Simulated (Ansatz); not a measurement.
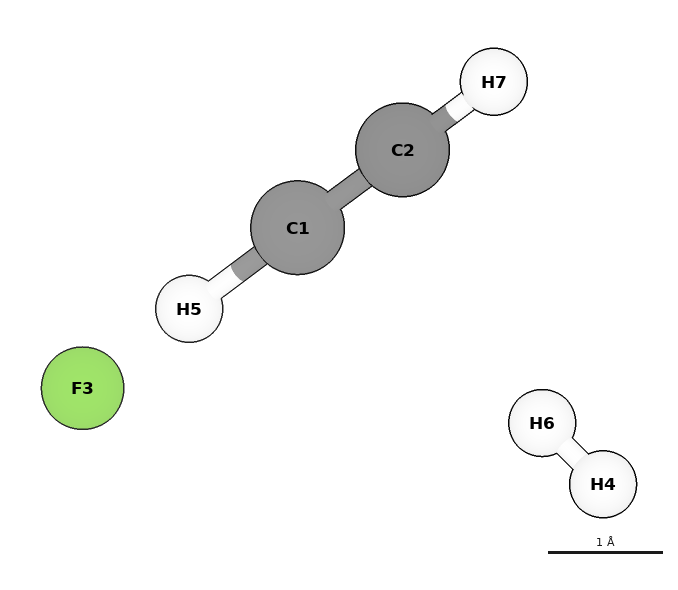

The atoms are numbered. State: charge −1, singlet. Computed geometry: PBE-D4/def2-SVPD optimisation. No frequency run is at hand to confirm it as a minimum.

Which atoms are bonded, and how long are the bonds?

```csv
bond,length (Å)
C1–C2,1.239
C1–H5,1.284
C2–H7,1.081
H4–H6,0.776
```
